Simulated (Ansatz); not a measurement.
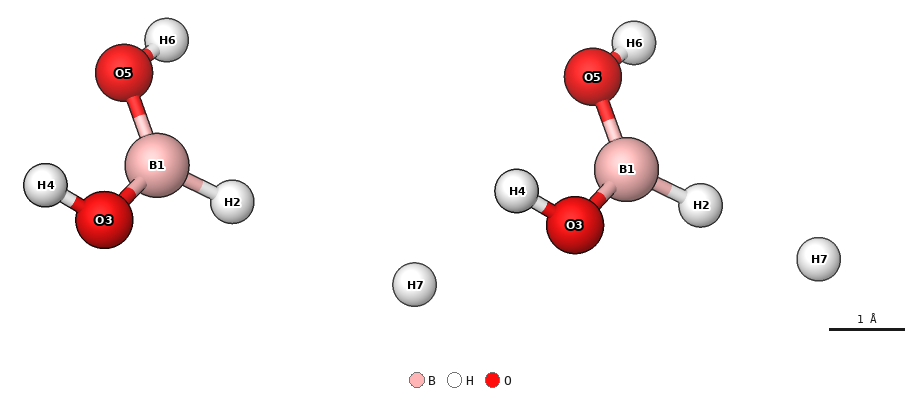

Two geometries of BH₄O₂ (multiplicity 2), drawn at one scale. One is the start of a relaxation, the other its converged end. The picture is a ball-and-stick view, seen from a free direction.

All numbers below come from UKS B3LYP/def2-SVP (Ansatz 0.2.0). Settings: collinear spin; force threshold 0.03 eV/Å; at most 50 steps.

Which one is relaxed?

Answer. The left one is the relaxed one. The run prepares an end point of a later path (reaction) calculation, from a guessed geometry. The energy falls by 0.036 eV in 10 geometry steps. Largest force component: 0.34 eV/Å at the start, 0.025 eV/Å at the end. The largest move after the best rigid fit is that of H7, 0.90 Å. By element the largest moves are H 0.90 Å, O 0.17 Å, B 0.16 Å. Some distances before and after: B1–H2 1.202 → 1.209 Å.
